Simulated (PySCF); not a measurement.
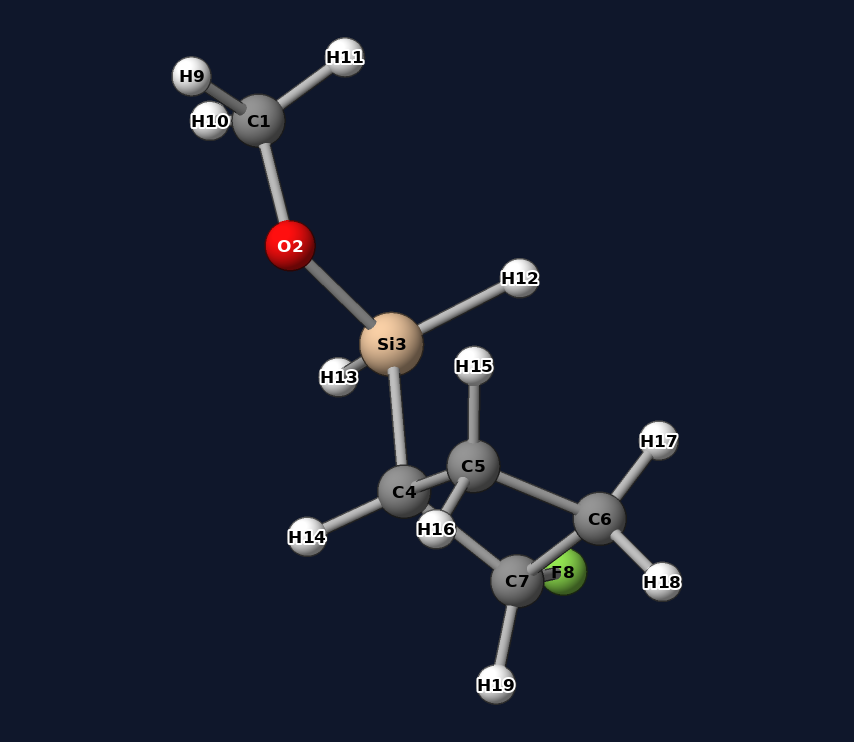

The questions are on isotropic NMR shieldings of the H atoms. Computed geometry: PBE0-D3(BJ)/def2-SVP optimisation. No frequency run is at hand to confirm it as a minimum. Properties computed with GIAO PBE0/pcSseg-1 NMR shielding, non-relativistic, IEF-PCM cyclohexane (PySCF 2.14.0).

Give the isotropic NMR shieldings of the H atoms atom by atom.

```tsv
atom	σ (ppm)
H9	27.42
H10	27.65
H11	27.68
H12	26.31
H13	26.41
H14	29.00
H15	29.52
H16	29.63
H17	28.91
H18	28.99
H19	26.23
```
